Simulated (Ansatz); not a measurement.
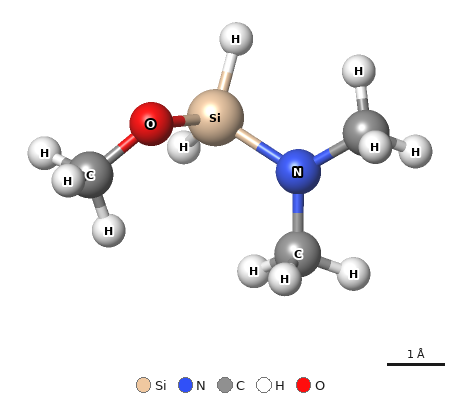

C$_{3}$H$_{11}$NOSi, before the relaxation. Style: ball-and-stick. Shown at a tilt.

The run prepares the start of a later molecular dynamics calculation, from a guessed geometry.

Computed with RHF/def2-SVP in Ansatz 0.2.0.

Input file:
```yaml
crystal:
  periodic: [false, false, false]
  atoms:
    - { symbol: Si, position_ang: [0.0, 0.0, 0.0] }
    - { symbol: "N", position_ang: [0.0, 0.0, 1.82] }
    - { symbol: C, position_ang: [-1.2162, -0.3762, 2.555] }
    - { symbol: H, position_ang: [-1.8642, -0.9999, 1.9045] }
    - { symbol: H, position_ang: [-0.9378, -0.9533, 3.4614] }
    - { symbol: H, position_ang: [-1.7663, 0.5401, 2.8549] }
    - { symbol: C, position_ang: [1.2162, 0.3762, 2.555] }
    - { symbol: H, position_ang: [1.4641, -0.4163, 3.2916] }
    - { symbol: H, position_ang: [2.0585, 0.4943, 1.8418] }
    - { symbol: H, position_ang: [1.0457, 1.3351, 3.0874] }
    - { symbol: H, position_ang: [1.3768, 0.0, -0.4862] }
    - { symbol: O, position_ang: [-0.7913, 1.3709, -0.5594] }
    - { symbol: C, position_ang: [-2.1512, 1.4177, -0.9653] }
    - { symbol: H, position_ang: [-2.7687, 0.8215, -0.2614] }
    - { symbol: H, position_ang: [-2.5023, 2.4707, -0.9639] }
    - { symbol: H, position_ang: [-2.2473, 0.9975, -1.9882] }
    - { symbol: H, position_ang: [-0.6877, -1.1914, -0.4862] }
basis:
  gaussian: { orbitals: def2-SVP }
hamiltonian:
  xc: hf
relax:
  f_tol: 0.02
  max_steps: 40
```

Command:
```bash
ansatz run input.yaml --threads 2 --pin off --max-ram 3072MiB --backend cpu --events-out ev --progress --plain --runs-dir out
```

### Where does the relaxation end?

Over 19 accepted moves (21 points after the start) the energy falls by 10.1 kcal/mol. Largest force component: 2.5 eV/Å at the start, 0.0067 eV/Å at the end. The line search rejected the trial steps at points 13, 14 of the run. The forces were under the threshold at step 15, but the run went on from there. The atom that moves furthest after the best rigid fit is H14 (1.44 Å). Largest moves by element: H 1.44 Å, C 0.50 Å, O 0.45 Å, Si 0.27 Å, N 0.22 Å. Some distances before and after: Si1–N2 1.820 → 1.721 Å, O12–C13 1.420 → 1.390 Å, Si1–O12 1.679 → 1.652 Å, N2–C3 1.470 → 1.444 Å. Bond angles that change, for instance: C3–N2–C7 120.0° → 114.0°, H11–Si1–O12 109.5° → 104.1°, N2–Si1–O12 109.5° → 114.7°. Groups turn about Si1–O12 by about 35°, Si1–N2 by about 25°, O12–C13 by about 20°. Cost: 67 s on 2 threads of Arm Neoverse V1, with other jobs on the host, peak memory 0.38 GiB.

The structure at the end:

```xyz
17

Si   -0.0422   -0.2658   -0.0366
N    -0.0816   -0.1481    1.6798
C    -1.1081   -0.7310    2.5116
H    -1.7681   -1.3689    1.9244
H    -0.6725   -1.3496    3.3038
H    -1.7279    0.0330    2.9964
C     0.8572    0.6830    2.3988
H     1.3614    0.1188    3.1908
H     1.6275    1.0674    1.7291
H     0.3688    1.5459    2.8667
H     1.3467   -0.4233   -0.5013
O    -0.5822    1.0767   -0.8328
C    -1.8511    1.6436   -0.7942
H    -2.1012    2.0053    0.2075
H    -1.8814    2.4908   -1.4784
H    -2.6228    0.9308   -1.1025
H    -0.8941   -1.4215   -0.4020
```

After the run, drawn alike:

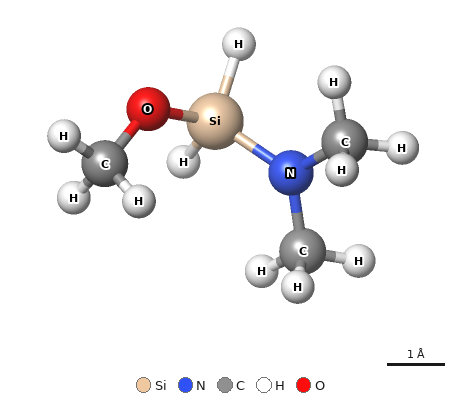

Limits of the set-up: Hartree-Fock leaves out electron correlation.
